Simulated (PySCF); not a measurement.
He⁺: atomic calculation

He⁺, configuration 1s1, multiplicity 2. Computed at this level: unrestricted HF, aug-cc-pVDZ-DK, spin-free X2C-1e, Gaussian nucleus (PySCF).

### Key numbers

- outcome: converged
- total energy: −1.994465 hartree
- ⟨S²⟩: 0.750
- SCF iterations: 16
- hardware: 1 thread of Arm Neoverse N1, 77 GiB of memory available, shared host

### Remarks

To bear in mind: level shift left on, which raises the virtual orbital energies.

### Input file
```python
from pyscf import gto, scf, dft, mp, cc
import basis_set_exchange as bse
mol = gto.M(atom="He 0 0 0", charge=1, spin=1, symmetry="D2h",
            basis=gto.basis.parse(bse.get_basis("aug-cc-pVDZ-DK", elements=["He"], fmt="nwchem", header=False)),
            nucmod="G")
mf = scf.UHF(mol).sfx2c1e()
mf.irrep_nelec = {'Ag': (1, 0)}
mf.kernel()
```

The script is an equivalent of what the driver set up; the driver computed the properties (radii, ⟨L²⟩, response) afterwards. It also set what the script leaves out: max_cycle = 50, level_shift = 2.0, guess = atom. It held the occupations shell by shell, which the script's counts by irreducible representation don't always enforce.

Launched within a batch (the task file carries these settings):
```bash
OMP_NUM_THREADS=1 python <driver script> TASK.json OUT
```

### Log (extracts)
```
damping factor = 0
level_shift factor = 2.0
DIIS = <class 'pyscf.scf.diis.CDIIS'>
diis_start_cycle = 1
diis_space = 10
diis_damp = 0
SCF conv_tol = 1e-09
SCF conv_tol_grad = None
number electrons alpha = 1  beta = 0
irrep_nelec {'Ag': (1, 0), 'B1u': (0, 0), 'B2u': (0, 0), 'B3u': (0, 0)}
alpha HOMO (Ag) = -0.917184161391412  LUMO (Ag) = 2.17435816304399

WARN: HOMO -0.917184161391412 >= LUMO -0.917184161391412

cycle= 1 E= -1.9386388806208  delta_E= 0.917  |g|= 0.318  |ddm|= 1.01
alpha HOMO (Ag) = -1.96144753874251  LUMO (Ag) = 1.83158256035285
  HOMO = -1.96144753874  LUMO = 1.08284190509  gap/eV = 82.83934
cycle= 2 E= -1.97494133669449  delta_E= -0.0363  |g|= 0.187  |ddm|= 0.364
alpha HOMO (Ag) = -1.99306583801794  LUMO (Ag) = 1.840836483821
  HOMO = -1.99306583802  LUMO = 1.18513808495  gap/eV = 86.48333
cycle= 3 E= -1.99013206883505  delta_E= -0.0152  |g|= 0.0857  |ddm|= 0.308
alpha HOMO (Ag) = -1.97588571533819  LUMO (Ag) = 1.83834996644871
  HOMO = -1.97588571534  LUMO = 1.17043455924  gap/eV = 85.61574
cycle= 4 E= -1.9934240367607  delta_E= -0.00329  |g|= 0.0409  |ddm|= 0.134
alpha HOMO (Ag) = -1.99391569192398  LUMO (Ag) = 1.84376812380381
  HOMO = -1.99391569192  LUMO = 1.18040128777  gap/eV = 86.37756
cycle= 5 E= -1.99420875351734  delta_E= -0.000785  |g|= 0.02  |ddm|= 0.058
alpha HOMO (Ag) = -1.99436775520419  LUMO (Ag) = 1.84408458178077
  HOMO = -1.9943677552  LUMO = 1.18028365144  gap/eV = 86.38666
cycle= 6 E= -1.99439933659875  delta_E= -0.000191  |g|= 0.00998  |ddm|= 0.0253
alpha HOMO (Ag) = -1.99446492385129  LUMO (Ag) = 1.84416052647832
  HOMO = -1.99446492385  LUMO = 1.1802288719  gap/eV = 86.38782
cycle= 7 E= -1.99444750079191  delta_E= -4.82e-05  |g|= 0.00507  |ddm|= 0.0113
alpha HOMO (Ag) = -1.9944816675195  LUMO (Ag) = 1.84417587240968
  HOMO = -1.99448166752  LUMO = 1.18020141164  gap/eV = 86.38753
cycle= 8 E= -1.99446001371962  delta_E= -1.25e-05  |g|= 0.00261  |ddm|= 0.00519
alpha HOMO (Ag) = -1.99448132401469  LUMO (Ag) = 1.84417714479895
  HOMO = -1.99448132401  LUMO = 1.18018679987  gap/eV = 86.38712
cycle= 9 E= -1.99446332351886  delta_E= -3.31e-06  |g|= 0.00135  |ddm|= 0.00246
alpha HOMO (Ag) = -1.99447829584986  LUMO (Ag) = 1.84417579425715
  HOMO = -1.99447829585  LUMO = 1.18017851165  gap/eV = 86.38681
cycle= 10 E= -1.99446420881887  delta_E= -8.85e-07  |g|= 0.000701  |ddm|= 0.0012
alpha HOMO (Ag) = -1.99447555476899  LUMO (Ag) = 1.84417436965759
  HOMO = -1.99447555477  LUMO = 1.18017349912  gap/eV = 86.38660
cycle= 11 E= -1.9944644472003  delta_E= -2.38e-07  |g|= 0.000365  |ddm|= 0.0006
alpha HOMO (Ag) = -1.99446506597553  LUMO (Ag) = 1.84416609139657
  HOMO = -1.99446506598  LUMO = 1.18015413883  gap/eV = 86.38579
cycle= 12 E= -1.9944645116309  delta_E= -6.44e-08  |g|= 0.00019  |ddm|= 0.000304
alpha HOMO (Ag) = -1.99446374040669  LUMO (Ag) = 1.84416762155816
  HOMO = -1.99446374041  LUMO = 1.1801556785  gap/eV = 86.38579
cycle= 13 E= -1.99446452907906  delta_E= -1.74e-08  |g|= 9.91e-05  |ddm|= 0.000156
alpha HOMO (Ag) = -1.99446433752915  LUMO (Ag) = 1.84416862991496
  HOMO = -1.99446433753  LUMO = 1.18015757933  gap/eV = 86.38586
cycle= 14 E= -1.99446453381203  delta_E= -4.73e-09  |g|= 5.17e-05  |ddm|= 8.03e-05
alpha HOMO (Ag) = -1.99446446769187  LUMO (Ag) = 1.84416880281919
  HOMO = -1.99446446769  LUMO = 1.18015791899  gap/eV = 86.38588
cycle= 15 E= -1.99446453509688  delta_E= -1.28e-09  |g|= 2.7e-05  |ddm|= 4.16e-05
alpha HOMO (Ag) = -1.99446451356962  LUMO (Ag) = 1.84416885231733
  HOMO = -1.99446451357  LUMO = 1.18015802136  gap/eV = 86.38588
cycle= 16 E= -1.99446453544578  delta_E= -3.49e-10  |g|= 1.41e-05  |ddm|= 2.16e-05
converged SCF energy = -1.99446453544578  <S^2> = 0.75  2S+1 = 2
```

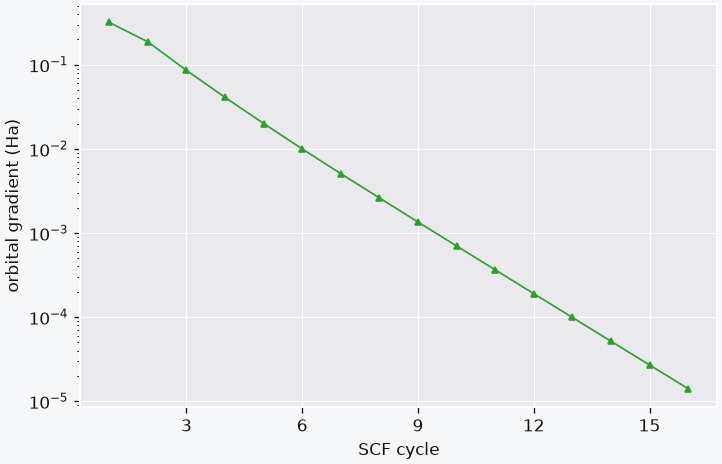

**Figure 1.** Convergence: orbital gradient against the SCF cycle. The residual falls at every step. It goes from 0.32 to 1.4×10⁻⁵ in 16 steps.

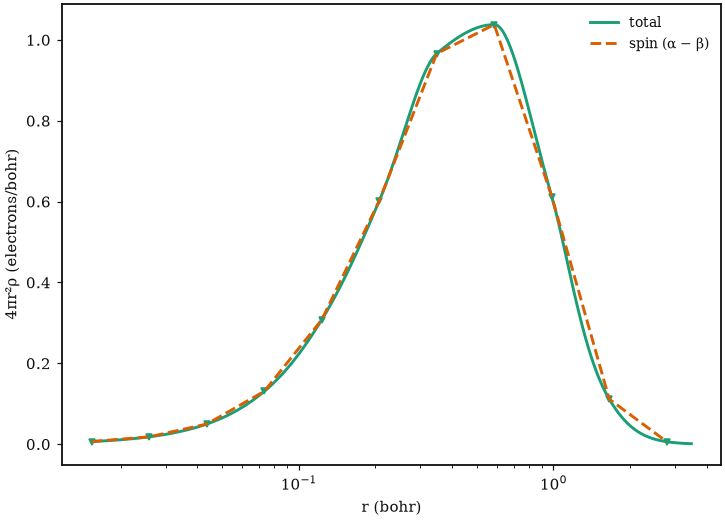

**Figure 2.** Spherically averaged radial density 4πr²ρ of the mean field and its spin part; markers are the stored points, which are sparse, and the line is a monotone interpolation between them. The largest stored value is 1.04 electrons/bohr at r = 0.59 bohr. Root-mean-square radii of the shells: 1s 0.878 bohr.
